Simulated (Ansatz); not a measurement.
# CH4BNOSi: the cost of one run

Computed with Ansatz 0.2.0, Gaussian basis. Level: the settings change from run to run.

## (1) The molecule

The geometry comes from an earlier relaxation with PBE0-D4 in a triple-zeta def2 set; it is a stationary point, not always the lowest conformer.

9 atoms, charge 0, spin multiplicity 1.

Atoms are counted from 1 here; the program's logs count them from 0.

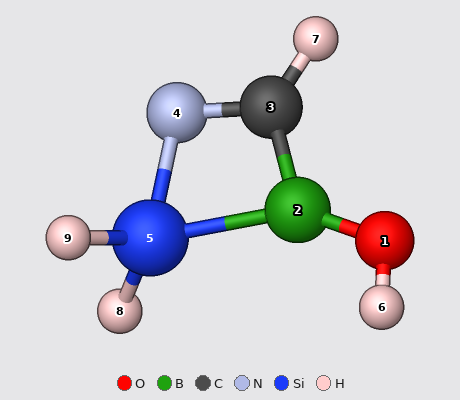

The structure; oxygen red, boron green, carbon dark grey, nitrogen light blue, silicon blue, hydrogen pink; atoms are numbered from 1 in the order of the file.

## (2) SVWN5/ANO-RCC-VTZP

Set apart from the defaults: multiplicity 3, atoms shaken by 0.03 Å, the search for lower states set to light.

File in.yaml:

```yaml
crystal:
  periodic: [false, false, false]
  atoms:
    - {symbol: O, position_ang: [-0.322081, 1.851639, -1.065084]}
    - {symbol: B, position_ang: [-0.055936, 0.717802, -0.459754]}
    - {symbol: C, position_ang: [1.032415, -0.474267, -0.836503]}
    - {symbol: N, position_ang: [0.872887, -1.405121, 0.091097]}
    - {symbol: Si, position_ang: [-0.402226, -0.668543, 1.044539]}
    - {symbol: H, position_ang: [-0.977360, 2.306586, -0.689389]}
    - {symbol: H, position_ang: [1.714923, -0.595407, -1.615338]}
    - {symbol: H, position_ang: [-0.021783, -0.349262, 2.441718]}
    - {symbol: H, position_ang: [-1.677044, -1.479752, 1.058877]}
basis:
  gaussian: {orbitals: ANO-RCC-VTZP}
magnetization: {spin_polarized: true, initial_magnetization: 2}
hamiltonian: {xc: {name: SVWN5}}
scf: {lower_state_search: light}
output: {forces: true}
```

The run is started by

```console
ansatz run in.yaml --threads 2 --pin off --events-out ev --progress --plain --max-ram 4352MiB
```

What time and memory should one allow on 2 threads of Arm Neoverse V1, shared host?

About 12 s, with a peak of 0.57 GiB.
